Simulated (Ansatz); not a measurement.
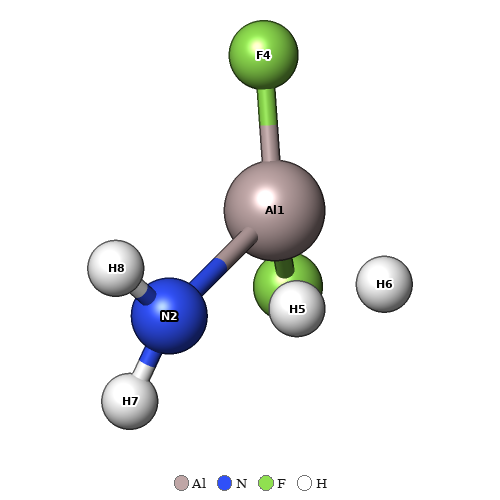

The system is the reacting system AlF₂H₄N (fragments AlF₂H₂N + H₂ where the first distance is long, AlF₂H + H₃N where the second is long); the picture shows the reference structure. First axis: distance N2–H5 (bond that forms). Second axis: distance Al1–N2 (bond that breaks). Relaxed at each point: all other coordinates. The grid has 13 × 13 points. Points are written as (first, second). Energies are in kcal/mol, from the lowest grid point. Energies and slopes of some neighbouring points disagree (a jump in structure or state, or too coarse a mesh). The reference is spin-restricted, so regions where a bond is pulled apart into radicals lie too high. Computed with RHF/def2-SVP (Ansatz 0.2.0).

Its coordinates:

```yaml
atoms:
  - { symbol: Al, position_ang: [-0.1855, -1.0996, 0.1001] }
  - { symbol: N, position_ang: [0.5636, 0.9760, -0.2534] }
  - { symbol: F, position_ang: [-0.6372, -1.9086, -1.2505] }
  - { symbol: F, position_ang: [0.4579, -1.8519, 1.4049] }
  - { symbol: H, position_ang: [-0.6728, 0.8353, 0.2597] }
  - { symbol: H, position_ang: [-1.4660, 0.3555, 0.5971] }
  - { symbol: H, position_ang: [0.6555, 1.3304, -1.1916] }
  - { symbol: H, position_ang: [1.2846, 1.3631, 0.3337] }
```

Range: distance N2–H5 (bond that forms) from 0.918 to 2.718 Å; distance Al1–N2 (bond that breaks) from 1.728 to 2.928 Å.

What will the energy surface look like?

Answer. The lowest grid point is at (0.999 Å, 2.032 Å). The energy also falls towards the edge at (2.718 Å, 1.728 Å) (24 kcal/mol above the lowest), where a further well may lie outside the range. The highest grid point, (2.718 Å, 2.928 Å), lies 201 kcal/mol above the lowest.

| second ↓, first → | 0.918 | 0.999 | 1.110 | 1.236 | 1.374 | 1.521 | 1.675 | 1.836 | 2.002 | 2.174 | 2.351 | 2.532 | 2.718 |
| --- | --- | --- | --- | --- | --- | --- | --- | --- | --- | --- | --- | --- | --- |
| 2.928 | 25 | 20 | 25 | 39 | 59 | 81 | 103 | 123 | 142 | 159 | 175 | 189 | 201 |
| 2.804 | 23 | 17 | 22 | 37 | 57 | 78 | 100 | 121 | 140 | 157 | 173 | 187 | 199 |
| 2.683 | 20 | 14 | 19 | 34 | 54 | 76 | 97 | 118 | 137 | 155 | 170 | 184 | 197 |
| 2.566 | 17 | 11 | 16 | 31 | 51 | 73 | 94 | 115 | 135 | 152 | 168 | 182 | 194 |
| 2.451 | 14 | 8 | 13 | 27 | 47 | 69 | 91 | 112 | 132 | 149 | 165 | 179 | 192 |
| 2.340 | 11 | 5 | 10 | 24 | 44 | 66 | 88 | 109 | 129 | 146 | 162 | 176 | 189 |
| 2.233 | 8 | 2 | 7 | 22 | 41 | 63 | 86 | 107 | 126 | 144 | 160 | 174 | 186 |
| 2.130 | 6 | 1 | 5 | 20 | 39 | 61 | 84 | 105 | 124 | 142 | 158 | 172 | 184 |
| 2.032 | 6 | 0 | 5 | 19 | 39 | 61 | 83 | 104 | 123 | 141 | 157 | 171 | 184 |
| 1.940 | 7 | 1 | 6 | 20 | 40 | 62 | 84 | 105 | 124 | 142 | 158 | 172 | 184 |
| 1.856 | 10 | 5 | 9 | 23 | 43 | 65 | 87 | 108 | 127 | 145 | 161 | 175 | 187 |
| 1.782 | 16 | 10 | 15 | 29 | 48 | 70 | 92 | 113 | 132 | 150 | 166 | 180 | 192 |
| 1.728 | 22 | 17 | 21 | 35 | 54 | 76 | 98 | 119 | 138 | 28 | 26 | 25 | 24 |

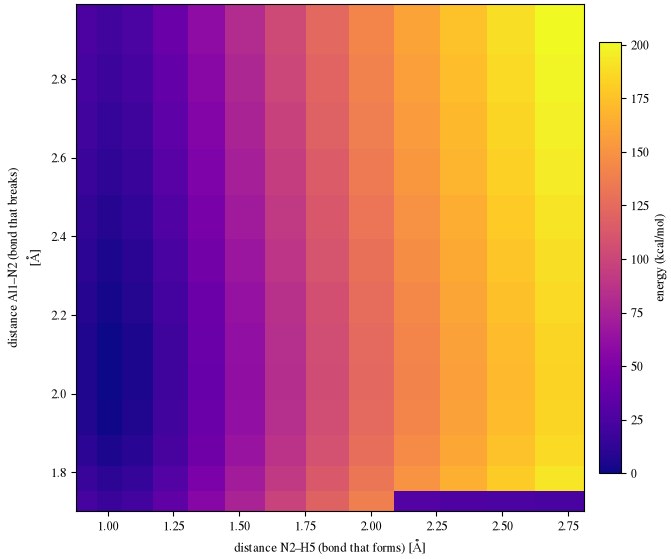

Drawn: one coloured cell a grid point.

The whole map (169 points run) took 18 min on 1 thread of Arm Neoverse V1, on a shared host.
